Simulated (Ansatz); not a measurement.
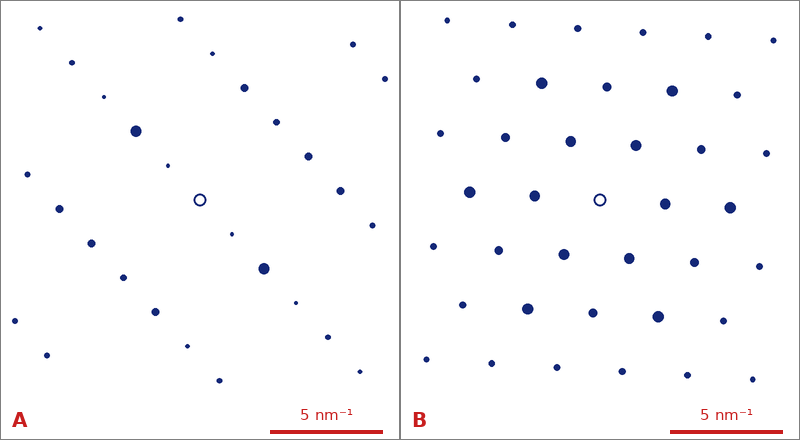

Kinematic electron diffraction patterns (300 kV, B = 0.5 Å², same scale, each along a low-index zone) of two structures of composition CsSi3Ru, each relaxed at zero pressure with DFT PBE, scalar-relativistic, plane waves, PAW in Ansatz 0.2.0.

The structures (standard cells):
1. Pm-3m (No. 221), a = 4.810 Å, 5 atoms; generated start, possibly hypothetical
2. R3m (No. 160), a = 6.386 Å, c = 9.165 Å (hexagonal axes), 15 atoms; generated start, possibly hypothetical

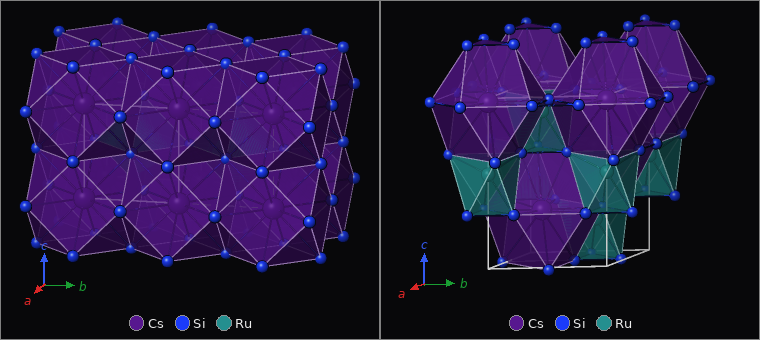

Drawings of the structures 1 to 2, from left to right (each may span several cells).

Which pattern belongs to which structure, and along which zone?

A is structure 2 along [101] or an equivalent direction: oblique net of -1 1 1 (weak) at d = 4.74 Å and 1 2 -1 at d = 2.04 Å, 87.5° apart. B is structure 1 along [111] or an equivalent direction: hexagonal net of -1 1 0 at d = 3.40 Å and -1 0 1 at d = 3.40 Å, 60.0° apart.

Rank the structures by their computed energy.

Structure 2 (R3m, 21.58 Å³ an atom) is the lowest of these; structure 1 (Pm-3m, 22.25 Å³ an atom) lies about 220 meV an atom higher. These are static energies at 0 K; other structures, not shown, may lie lower still.
